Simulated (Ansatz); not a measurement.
## Electron–phonon scattering in Tm (P6_3/mmc)

Aim: how strongly do electrons couple to phonons in Tm (P6_3/mmc), and what resistivity does that give?

Main program and level: Ansatz 0.2.0; DFT PBE, scalar-relativistic, plane waves, norm-conserving pseudopotentials, 4f of the trivalent lanthanide in the core.

The experiments to compare with:

For Tm (bulk crystal), “CRC Handbook of Chemistry and Physics, 84th edition, Electrical Resistivity of Pure Metals” (2003, CRC Press, section 12, read from Wikipedia's data page) quotes earlier work: resistivity at 295 K 67.6 μΩ cm.

Report form: the programs' logs are mostly left out.

## 1. The structure

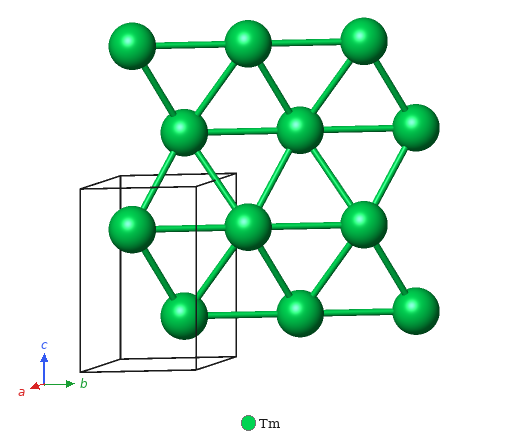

Start, viewed slightly off an axis; thulium green. 1×3×2 cells are drawn.

## 2. Relaxing cell and atoms

The structure is brought to rest under this functional.

Input file input.yaml:

```yaml
crystal:
  lattice:
    - [3.5375, 0.0, 0.0]
    - [-1.76875, 3.0635648659, 0.0]
    - [0.0, 0.0, 5.5546]
  atoms:
    - { symbol: Tm, position: [0.3333333333, 0.6666666667, 0.25] }
    - { symbol: Tm, position: [0.6666666667, 0.3333333333, 0.75] }
kpoints:
  mp_grid: { grid: [9, 9, 6] }
hamiltonian:
  xc: pbe
  pseudopotentials:
    kind: nc
    azcp: { Tm: "pseudopotentials/pbe/nc/lanthanide_3plus/Tm.nc.azcp" }
scf:
  occupations: { method: gaussian, width: 0.1 }
output:
  forces: true
  stress: true
  eigenvalues: true
relax:
  adjacent_minimum: "off"
  f_tol: 0.005
  max_steps: 80
  cell: { stress_tol: 0.05 }
```

Launch:

```
ansatz run input.yaml --threads 4 --pin off --max-ram 10240MiB --backend cpu --events-out ev --progress --plain --runs-dir out
```

Elapsed: 5.2 s, on 4 threads of Arm Neoverse V2, shared host; peak memory 0.36 GiB; 20 s of CPU time.

This run has no spin polarisation, although Tm can carry a moment.

Relaxation path:

| step | energy less that of the first step (eV) | largest force component (eV/Å) | pressure (GPa) | volume (Å³) |
| --- | --- | --- | --- | --- |
| 1 | 0.0000 | 0.0000 | -0.17 | 60.20 |
| 2 | -0.0019 | 0.0000 | 0.03 | 59.95 |
| 3 | -0.0018 | 0.0000 | -0.02 | 60.00 |
| 4* | -0.0015 | 0.0000 | -0.03 | 60.00 |
| 5 | -0.0016 | 0.0000 | 0.00 | 59.96 |
| 6* | -0.0015 | 0.0000 | 0.00 | 59.96 |

Relaxation steps marked * repeat the geometry before them on a plane-wave basis chosen anew for their cell, so energy and pressure can jump there.

Forces are held to the 24 operations that the run works with; a distortion that breaks them can't arise in this run.

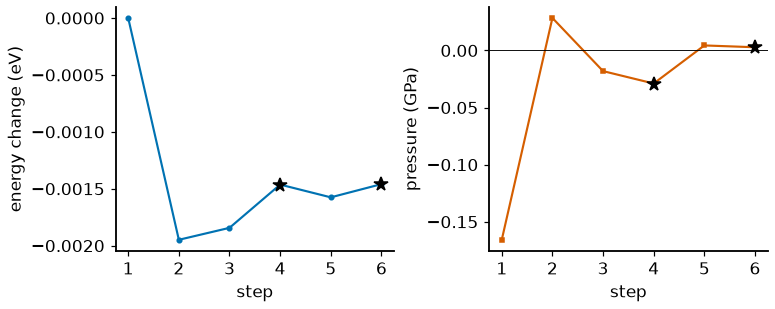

Energy and pressure along the relaxation. Stars mark steps on a basis chosen anew.

| conventional cell, symmetrised | before | after | change |
| --- | --- | --- | --- |
| a (Å) | 3.538 | 3.548 | +0.3 % |
| b (Å) | 3.538 | 3.548 | +0.3 % |
| c (Å) | 5.555 | 5.501 | -1.0 % |
| volume (Å³/atom) | 30.10 | 29.98 | -0.4 % |

The relaxed structure:

```cif
data_structure
_symmetry_space_group_name_H-M 'P 1'
_symmetry_Int_Tables_number 1
_cell_length_a 3.5475
_cell_length_b 3.5475
_cell_length_c 5.5012
_cell_angle_alpha 90.000
_cell_angle_beta 90.000
_cell_angle_gamma 120.000
_cell_volume 59.96
loop_
_atom_site_label
_atom_site_type_symbol
_atom_site_fract_x
_atom_site_fract_y
_atom_site_fract_z
_atom_site_occupancy
Tm1 Tm 0.33333 0.66667 0.25000 1
Tm2 Tm 0.66667 0.33333 0.75000 1
```

Numbers from this step:

| Quantity | Value |
| --- | --- |
| pressure | 0.002786 GPa |
| volume per atom | 29.98 Å³ |
| metallic on mesh | yes |
| gap on the k-mesh | 0 eV |

The largest force is now zero by symmetry and the largest stress component 0.0037 GPa.

## 3. Tight relaxation

No force is left; the cell is relaxed once more with another smearing and tight thresholds.

input.yaml, the sections that differ from step 2:

```yaml
crystal:
  lattice:
    - [3.5475145145, 0.0, 0.0]
    - [-1.7737572573, 3.0722376899, 0.0]
    - [0.0, 0.0, 5.5011629892]
  atoms:
    - { symbol: Tm, position: [0.3333333333, 0.6666666667, 0.25] }
    - { symbol: Tm, position: [0.6666666667, 0.3333333333, 0.75] }
scf:
  occupations: { method: methfessel_paxton, width: 0.2 }
relax:
  adjacent_minimum: "off"
  f_tol: 0.001
  max_steps: 60
  cell: { stress_tol: 0.01 }
# kpoints, hamiltonian, output: as in step 2
```

The job ended after 2.9 s (4 threads; peak memory 0.36 GiB; 11 s of CPU time).

Little changed from the start: no atom moved by 0.005 Å and no cell edge by 0.1 %.

This step gave:

```yaml
pressure: 0.001988 GPa
volume_per_atom: 29.97 Å³
```

The largest force is now zero by symmetry and the largest stress component 0.0025 GPa, small enough for phonons.

## 4. Phonons: q 2×2×2, k 6×6×4

Before any scattering is computed, the phonons show whether the structure is a minimum.

input.yaml, the sections that differ from step 3:

```yaml
crystal:
  lattice:
    - [3.547034458, 0.0, 0.0]
    - [-1.773517229, 3.0718219487, 0.0]
    - [0.0, 0.0, 5.5008330469]
  atoms:
    - { symbol: Tm, position: [0.3333333333, 0.6666666667, 0.25] }
    - { symbol: Tm, position: [0.6666666667, 0.3333333333, 0.75] }
kpoints:
  mp_grid: { grid: [6, 6, 4] }
output:
  eigenvalues: true
phonons:
  method: dfpt
  qmesh: [2, 2, 2]
  temperatures: { t_max: 1000, t_step: 50 }
  qpath:
    path:
      - [[0.0, 0.0, 0.0], [0.5, 0.0, 0.0], [0.33333333, 0.33333333, 0.0], [0.0, 0.0, 0.0], [0.0, 0.0, 0.5], [0.5, 0.0, 0.5], [0.33333333, 0.33333333, 0.5], [0.0, 0.0, 0.5]]
      - [[0.5, 0.0, 0.5], [0.5, 0.0, 0.0]]
      - [[0.33333333, 0.33333333, 0.5], [0.33333333, 0.33333333, 0.0]]
    npoints: 10
# hamiltonian, scf: as in step 3
# relax: removed
```

Wall time 13 s (4 threads); peak memory 0.56 GiB.

Numbers from this step:

- zero point energy: 0.03024 eV/cell
- share of imaginary modes in the plain interpolation between solved wavevectors: 0
- highest frequency, solved or plainly interpolated: 123.4 cm⁻¹
- Debye temperature (second moment): 156 K

Solved on the 2×2×2 mesh alone; all other wavevectors are interpolated. The phonon branches at the labelled points (cm⁻¹):

| point | branch 1 | branch 2 | branch 3 | branch 4 | branch 5 | branch 6 |
| --- | --- | --- | --- | --- | --- | --- |
| Γ | 0 | 0 | 0 | 68 | 68 | 123 |
| M | 60 | 71 | 99 | 103 | 106 | 114 |
| K | 86 | 96 | 96 | 98 | 98 | 108 |
| Γ | 0 | 0 | 0 | 68 | 68 | 123 |
| A | 51 | 51 | 51 | 51 | 86 | 86 |
| L | 72 | 72 | 78 | 78 | 100 | 100 |
| H | 69 | 69 | 90 | 90 | 98 | 98 |
| A | 51 | 51 | 51 | 51 | 86 | 86 |
| jump to L | 72 | 72 | 78 | 78 | 100 | 100 |
| M | 60 | 71 | 99 | 103 | 106 | 114 |
| jump to H | 69 | 69 | 90 | 90 | 98 | 98 |
| K | 86 | 96 | 96 | 98 | 98 | 108 |

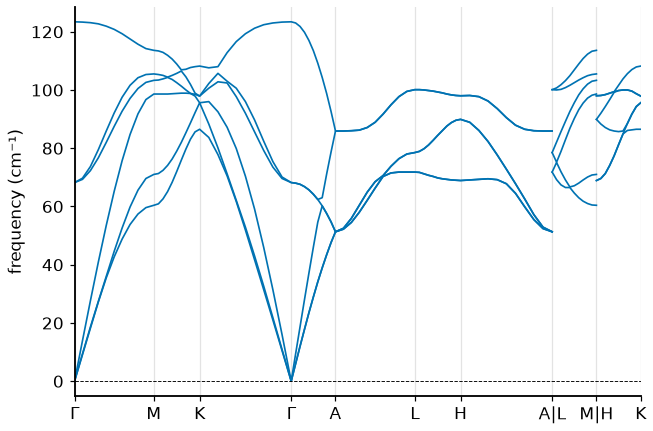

Phonon branches along the path.

Lowest modes at the softest wavevector of the mesh. Modes at q = (0.000, 0.000, 0.500):

| mode | frequency (cm⁻¹) |
| --- | --- |
| 1 | 51.3 |
| 2 | 51.3 |
| 3 | 51.3 |
| 4 | 51.3 |
| 5 | 85.9 |
| 6 | 85.9 |

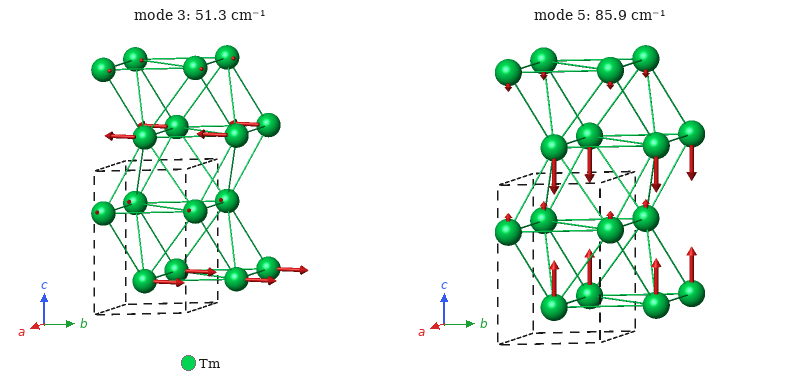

Displacement patterns of modes 3 and 5 at q = (0.000, 0.000, 0.500); arrows are exaggerated. 2×2×2 cells are drawn.

Among the solved wavevectors the lowest mode, translations apart, is 51.3 cm⁻¹, so these are real on this k mesh.

## 5. Electron–phonon run: q 2×2×2, k 6×6×4, scattering 8×8×8

A first run on coarse meshes.

Edit input.yaml of step 4 so:

```diff
@@ -29 +29,6 @@
     npoints: 10
+  electrical_resistivity:
+    mesh: [8, 8, 8]
+    temperatures: [20.0, 50.0, 80.0, 100.0, 150.0, 200.0, 273.0, 300.0, 400.0, 500.0, 600.0, 800.0]
+  superconductivity: { mesh: [8, 8, 8], eliashberg_equations: false }
+  electron_occupations: "off"
```

Elapsed: 54 s, on 4 threads; peak memory 0.95 GiB.

Numbers from this step:

```yaml
resistivity_at_300_k: 43.85 μΩ cm, mean of the axes
coupling_constant_lambda: 0.5516
density_of_states_at_the_fermi_level: 1.731 states/eV a spin and cell
log_mean_phonon_energy_omega_log: 9.465 meV
transport_coupling_constant_lambda_tr: 0.6077, 0.6077, 0.6102 (xx, yy, zz)
drude_plasma_energy: 3.727, 3.727, 4.994 eV (xx, yy, zz)
resistivity_times_mean_free_path: 12.97, 12.97, 6.58 × 10⁻¹⁶ Ω m² (xx, yy, zz)
second_moment_phonon_energy_omega: 10.07 meV
coupling_lambda_by_branch: 0.114, 0.107, 0.0922, 0.0789, 0.0904, 0.0698 (branches by rank of frequency)
```

The Eliashberg function α²F has structure finer than the step of the table below, so its rows give means over 1 meV, whole bins alone (the curve runs from 0.06 to 15.2 meV). Peaks (meV: height): α²F 8.5: 0.585, 12.3: 0.636; α²F tr 8.5: 0.698, 12.3: 0.782.

Table of Eliashberg function α²F by phonon energy; means over each step:

| phonon energy (meV) | α²F | α²F tr |
| --- | --- | --- |
| 1 | 4.9e-5 | 1.9e-5 |
| 2 | 7.9e-4 | 3.4e-4 |
| 3 | 0.00455 | 0.00226 |
| 4 | 0.0130 | 0.00775 |
| 5 | 0.0280 | 0.0200 |
| 6 | 0.0597 | 0.0502 |
| 7 | 0.131 | 0.129 |
| 8 | 0.360 | 0.427 |
| 9 | 0.413 | 0.461 |
| 10 | 0.360 | 0.404 |
| 11 | 0.367 | 0.422 |
| 12 | 0.501 | 0.580 |
| 13 | 0.322 | 0.371 |
| 14 | 0.112 | 0.126 |

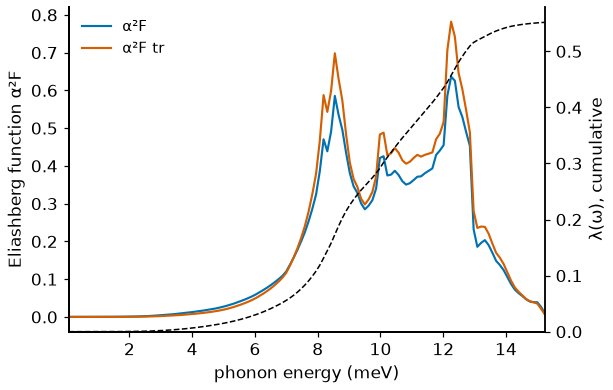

Eliashberg function α²F, plotted against phonon energy. The dashed line is the running λ.

By its own test the run is not converged in the mesh. λ = 0.552 and 43.9 μΩ cm at 300 K. The run's own test puts 61 % between its two finest meshes on the component of the resistivity at 300 K that moves most, so it is not converged.

## 6. Coupling and resistivity: q 3×3×2, k 9×9×4, scattering 12×12×8

The next rung changes the q mesh, which sets the reach of the force constants and couplings; the k mesh of the density and its response; the scattering mesh, which samples the Fermi surface; the phonon self-energy between the q points, now taken in.

Edit input.yaml of step 5 so:

```diff
@@ -9,3 +9,3 @@
 kpoints:
-  mp_grid: { grid: [6, 6, 4] }
+  mp_grid: { grid: [9, 9, 4] }
 hamiltonian:
@@ -21,3 +21,3 @@
   method: dfpt
-  qmesh: [2, 2, 2]
+  qmesh: [3, 3, 2]
   temperatures: { t_max: 1000, t_step: 50 }
@@ -30,5 +30,4 @@
   electrical_resistivity:
-    mesh: [8, 8, 8]
+    mesh: [12, 12, 8]
     temperatures: [20.0, 50.0, 80.0, 100.0, 150.0, 200.0, 273.0, 300.0, 400.0, 500.0, 600.0, 800.0]
-  superconductivity: { mesh: [8, 8, 8], eliashberg_equations: false }
-  electron_occupations: "off"
+  superconductivity: { mesh: [12, 12, 8] }
```

Run time: 3.4 min. Hardware: 4 threads; peak memory 2.2 GiB; 13 min of CPU time.

This step gave:

```
zero point energy                                 : 0.03052 eV/cell
highest frequency, solved or plainly interpolated : 122.3 cm⁻¹
Debye temperature (second moment)                 : 157 K
resistivity at 300 K                              : 49.42 μΩ cm, mean of the axes
coupling constant λ                               : 0.5906
density of states at the Fermi level              : 1.649 states/eV a spin and cell
log mean phonon energy ħω_log                     : 8.798 meV
transport coupling constant λ_tr                  : 0.6572, 0.6572, 0.6722 (xx, yy, zz)
Drude plasma energy                               : 3.581, 3.581, 5.133 eV (xx, yy, zz)
resistivity times mean free path                  : 14.06, 14.06, 6.465 × 10⁻¹⁶ Ω m² (xx, yy, zz)
second-moment phonon energy ħω₂                   : 9.429 meV
coupling λ by branch                              : 0.144, 0.122, 0.0972, 0.0857, 0.082, 0.0597 (branches by rank of frequency)
```

Some states were left unconverged by the eigensolver. By its own test the run is not converged in the mesh. λ = 0.591 and 49.4 μΩ cm at 300 K, against 0.552 and 43.9 in the run with q 2×2×2, k 6×6×4, scattering 8×8×8 (+7.1 % and +12.7 %). N(E_F) moves by -4.7 % and the coupling-weighted phonon energy by -6.3 %; λ goes as N/ω², which would give +8.6 % if the matrix elements stayed. The run's own test puts 33 % between its two finest meshes on the component of the resistivity at 300 K that moves most, more than that change.

## 7. Coupling and resistivity: q 3×3×2, k 9×9×6, scattering 18×18×8

The next rung changes the k mesh of the density and its response; the scattering mesh, which samples the Fermi surface.

Edit input.yaml of step 6 so:

```diff
@@ -9,3 +9,3 @@
 kpoints:
-  mp_grid: { grid: [9, 9, 4] }
+  mp_grid: { grid: [9, 9, 6] }
 hamiltonian:
@@ -30,4 +30,4 @@
   electrical_resistivity:
-    mesh: [12, 12, 8]
+    mesh: [18, 18, 8]
     temperatures: [20.0, 50.0, 80.0, 100.0, 150.0, 200.0, 273.0, 300.0, 400.0, 500.0, 600.0, 800.0]
-  superconductivity: { mesh: [12, 12, 8] }
+  superconductivity: { mesh: [18, 18, 8] }
```

Elapsed: 4.2 min, on 4 threads; peak memory 2.2 GiB; 16 min of CPU time.

Numbers from this step:

* zero point energy: 0.02981 eV/cell
* highest frequency, solved or plainly interpolated: 120.7 cm⁻¹
* Debye temperature (second moment): 154 K
* resistivity at 300 K: 50.41 μΩ cm, mean of the axes
* coupling constant λ: 0.5883
* density of states at the Fermi level: 1.655 states/eV a spin and cell
* log mean phonon energy ħω_log: 8.776 meV
* transport coupling constant λ_tr: 0.659, 0.659, 0.6702 (xx, yy, zz)
* Drude plasma energy: 3.526, 3.526, 5.186 eV (xx, yy, zz)
* resistivity times mean free path: 14.31, 14.31, 6.312 × 10⁻¹⁶ Ω m² (xx, yy, zz)
* second-moment phonon energy ħω₂: 9.423 meV
* coupling λ by branch: 0.146, 0.122, 0.0969, 0.0852, 0.0798, 0.0583 (branches by rank of frequency)

Some points of the scattering mesh along the symmetry lines, up to three branches each (those of largest λ), at most 39 rows; the frequencies are those of the scattering step, which can differ from the solved and plainly interpolated ones; single rows converge slowly. Mode couplings:

| q1 | q2 | q3 | branch | ħω (meV) | λ_q | half width (meV) |
| --- | --- | --- | --- | --- | --- | --- |
| 0.4444 | 0.1111 | 0 | 1 | 7.8 | 0.0901 | 0.0285 |
| 0.4444 | 0.1111 | 0 | 2 | 9.05 | 0.0814 | 0.0346 |
| 0.4444 | 0.1111 | 0 | 3 | 11.32 | 0.152 | 0.101 |
| 0.2222 | 0.2222 | 0 | 2 | 8.33 | 0.107 | 0.0386 |
| 0.2222 | 0.2222 | 0 | 3 | 9.76 | 0.158 | 0.0782 |
| 0.2222 | 0.2222 | 0 | 4 | 12.06 | 0.116 | 0.0879 |
| 0 | 0 | 0.125 | 3 | 2.95 | 0.12 | 0.00542 |
| 0 | 0 | 0.125 | 4 | 8.38 | 0.0877 | 0.032 |
| 0 | 0 | 0.125 | 5 | 8.38 | 0.0877 | 0.032 |
| 0.1667 | 0 | 0.5 | 3 | 7.37 | 0.1 | 0.0283 |
| 0.1667 | 0 | 0.5 | 4 | 7.37 | 0.1 | 0.0283 |
| 0.1667 | 0 | 0.5 | 5 | 10.93 | 0.0592 | 0.0368 |
| 0.3889 | 0.2222 | 0.5 | 1 | 6.61 | 0.26 | 0.0592 |
| 0.3889 | 0.2222 | 0.5 | 2 | 6.61 | 0.26 | 0.0592 |
| 0.3889 | 0.2222 | 0.5 | 5 | 12.48 | 0.0849 | 0.0687 |
| 0.1667 | 0.1667 | 0.5 | 1 | 7.33 | 0.133 | 0.0372 |
| 0.1667 | 0.1667 | 0.5 | 2 | 7.33 | 0.133 | 0.0372 |
| 0.1667 | 0.1667 | 0.5 | 3 | 9.26 | 0.0906 | 0.0404 |
| 0.5 | 0 | 0.375 | 1 | 7.64 | 0.2 | 0.0606 |
| 0.5 | 0 | 0.375 | 3 | 9.07 | 0.158 | 0.0674 |
| 0.5 | 0 | 0.375 | 5 | 11.92 | 0.135 | 0.0997 |
| 0.3333 | 0.3333 | 0.5 | 1 | 6.45 | 0.306 | 0.0663 |
| 0.3333 | 0.3333 | 0.5 | 2 | 6.45 | 0.306 | 0.0663 |
| 0.3333 | 0.3333 | 0.5 | 5 | 12.29 | 0.106 | 0.0836 |
| 0.3333 | 0.3333 | 0 | 1 | 10.38 | 0.173 | 0.0969 |
| 0.3333 | 0.3333 | 0 | 2 | 10.38 | 0.173 | 0.0969 |
| 0.3333 | 0.3333 | 0 | 6 | 13.06 | 0.125 | 0.11 |

Some states were left unconverged by the eigensolver. By its own test the run is not converged in the mesh. λ = 0.588 and 50.4 μΩ cm at 300 K, against 0.591 and 49.4 in the run with q 3×3×2, k 9×9×4, scattering 12×12×8 (-0.4 % and +2.0 %). The run's own test puts 15 % between its two finest meshes on the component of the resistivity at 300 K that moves most, more than that change.

## 8. Coupling and resistivity: q 3×3×3, k 12×12×6, scattering 18×18×12

The next rung changes the q mesh, which sets the reach of the force constants and couplings; the k mesh of the density and its response; the scattering mesh, which samples the Fermi surface.

Edit input.yaml of step 7 so:

```diff
@@ -9,3 +9,3 @@
 kpoints:
-  mp_grid: { grid: [9, 9, 6] }
+  mp_grid: { grid: [12, 12, 6] }
 hamiltonian:
@@ -21,3 +21,3 @@
   method: dfpt
-  qmesh: [3, 3, 2]
+  qmesh: [3, 3, 3]
   temperatures: { t_max: 1000, t_step: 50 }
@@ -30,4 +30,4 @@
   electrical_resistivity:
-    mesh: [18, 18, 8]
+    mesh: [18, 18, 12]
     temperatures: [20.0, 50.0, 80.0, 100.0, 150.0, 200.0, 273.0, 300.0, 400.0, 500.0, 600.0, 800.0]
-  superconductivity: { mesh: [18, 18, 8] }
+  superconductivity: { mesh: [18, 18, 12] }
```

The job ended after 7.1 min (4 threads; peak memory 3.1 GiB; 27 min of CPU time).

This step gave:

```
zero point energy                                 : 0.02952 eV/cell
highest frequency, solved or plainly interpolated : 119.8 cm⁻¹
Debye temperature (second moment)                 : 152 K
resistivity at 300 K                              : 49.64 μΩ cm, mean of the axes
coupling constant λ                               : 0.5851
density of states at the Fermi level              : 1.657 states/eV a spin and cell
log mean phonon energy ħω_log                     : 8.743 meV
transport coupling constant λ_tr                  : 0.657, 0.657, 0.6407 (xx, yy, zz)
Drude plasma energy                               : 3.52, 3.52, 5.303 eV (xx, yy, zz)
resistivity times mean free path                  : 14.44, 14.44, 6.093 × 10⁻¹⁶ Ω m² (xx, yy, zz)
second-moment phonon energy ħω₂                   : 9.42 meV
coupling λ by branch                              : 0.147, 0.121, 0.0951, 0.0867, 0.0802, 0.0546 (branches by rank of frequency)
```

By its own test the run is not converged in the mesh. λ = 0.585 and 49.6 μΩ cm at 300 K, against 0.588 and 50.4 in the run with q 3×3×2, k 9×9×6, scattering 18×18×8 (-0.5 % and -1.5 %). The run's own test puts 10 % between its two finest meshes on the component of the resistivity at 300 K that moves most, more than that change.

[end of part 1 of 2]

[Logs are printed without paths, hosts, clocks, repeated set-up lines and the standing remarks that a program may print on its own settings, such as how far it seeks lower states.]

[Hosts, paths, dates, database ids (printed as entryN), source tags and the programs' standing remarks are cut or masked in the printed files.]
